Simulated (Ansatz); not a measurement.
# Cl2H4W: what the fields show

Input

```
crystal:
  periodic: [false, false, false]
  atoms:
    - { symbol: W, position_ang: [-0.205234, -0.198617, -0.698206] }
    - { symbol: Cl, position_ang: [1.319454, -0.090904, 2.54912] }
    - { symbol: H, position_ang: [1.698277, 0.494787, 1.398634] }
    - { symbol: H, position_ang: [0.459783, 1.180336, 0.061428] }
    - { symbol: H, position_ang: [-1.509653, 0.164867, 0.304391] }
    - { symbol: Cl, position_ang: [0.027656, -2.313859, -0.043653] }
    - { symbol: H, position_ang: [-0.568984, 0.09339, -2.350415] }
basis:
  gaussian: { orbitals: def2-SVP }
hamiltonian:
  xc: pbe
  dispersion: d4
relax:
  f_tol: 0.03
  max_steps: 50
output:
  orbitals: {}
```

Launched as:

```sh
ansatz run input.yaml --threads 1 --pin off --max-ram 2048MiB --backend cpu --events-out ev --progress --plain --runs-dir out
```

The fields are those of the run's last geometry, not of the input's.

Core potentials replace the inner electrons of W.

Theory: RKS PBE-D4/def2-SVP in Ansatz.

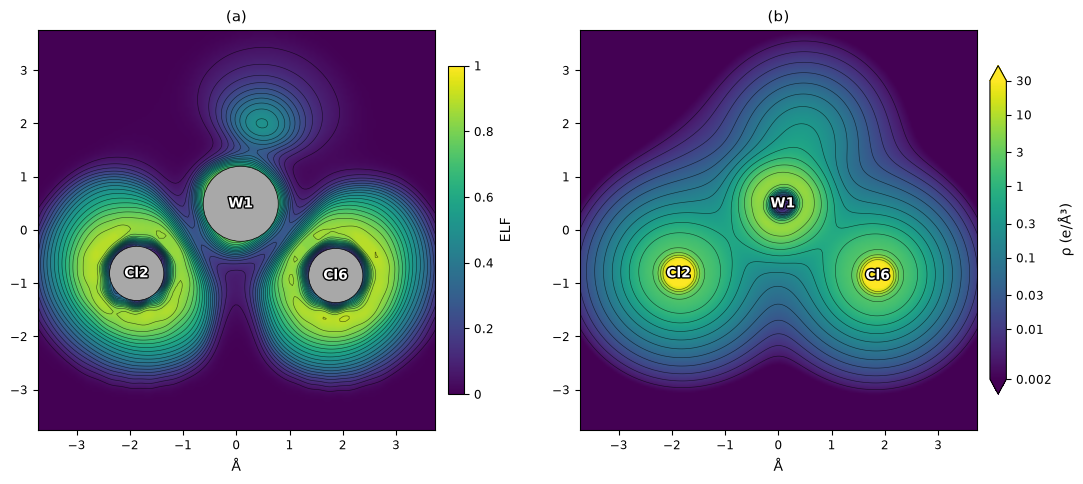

Figure 1. (a) ELF; (b) electron density on the plane of atoms Cl2, W1 and Cl6. Grey discs cover the atomic cores in the ELF map.

**What does the map show?**

The plane passes through W and Cl nuclei. W–Cl (2.24 Å): the density is about 0.74 e/Å³ at the midpoint; the ELF peaks at about 0.85 in the valence shell of Cl, 0.8 Å from its nucleus, and is about 0.40 at the midpoint. W–Cl (2.35 Å): ρ is about 0.6 e/Å³ halfway; the ELF peaks at about 0.85 in the valence shell of Cl, 0.9 Å from its nucleus, and is about 0.40 at the midpoint.

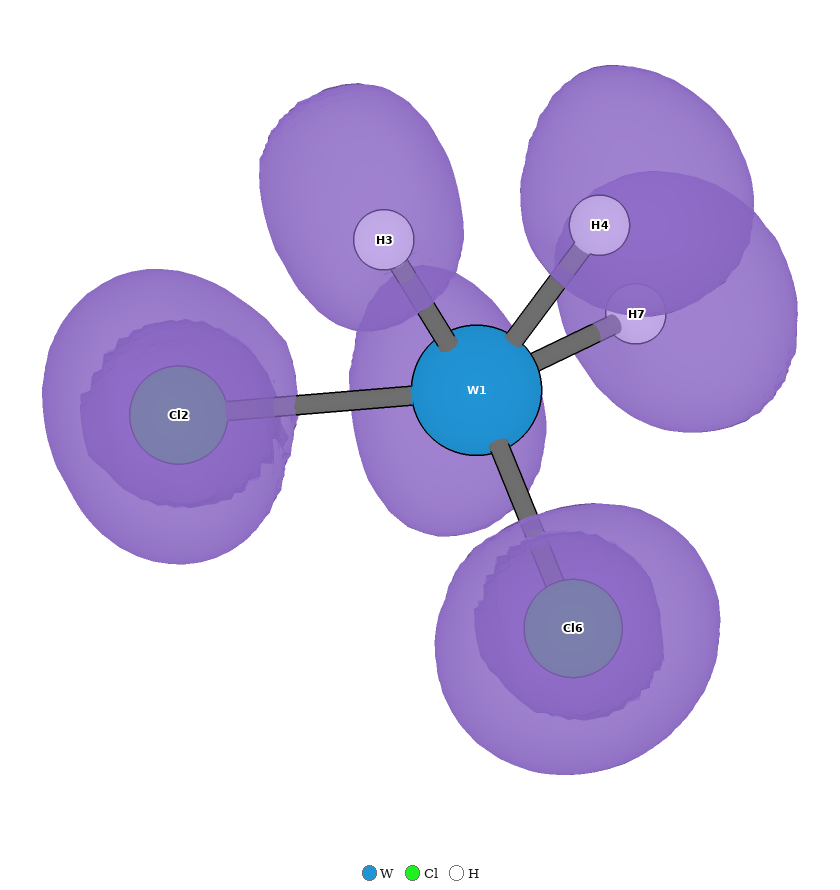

Figure 2. Isosurface of the electron localisation function at 0.8 (purple), seen at a tilt. Core shells and regions of very low density are left out.

**Describe the localisation domains.**

The ELF exceeds this value in four regions around hydrogen nuclei and two regions wrapped around Cl (the valence shell of each). Profiles from the grid: W–H (1.68 Å): the ELF climbs to about 1 towards the hydrogen.

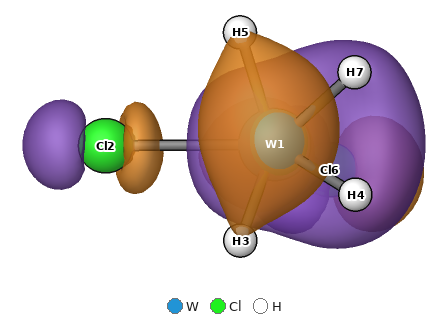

Figure 3. The LUMO at ±0.1 Å⁻³ᐟ² (orange and purple are the two phases), seen from one side.

**Describe this orbital and give its energy.**

Its weight (Hirshfeld) is mainly on W1 (about 65 %), Cl6 (about 15 %) and Cl2 (about 5 %). Its energy is −4.28 eV.

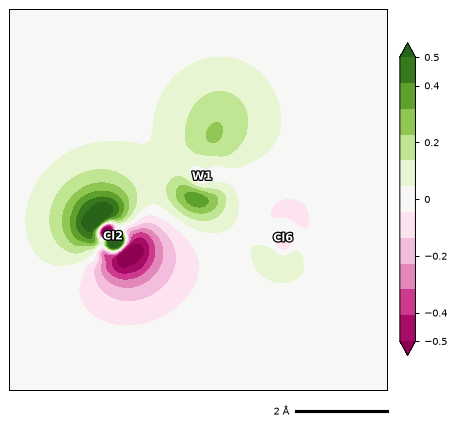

Figure 4. The HOMO−1 on the plane of atoms Cl2, W1 and Cl6 (values in Å⁻³ᐟ²; the overall sign is arbitrary).

**Describe this orbital and give its energy.**

By Hirshfeld shares it lies mainly on Cl2 (about 60 %) and W1 (about 20 %). Its energy is −7.56 eV.
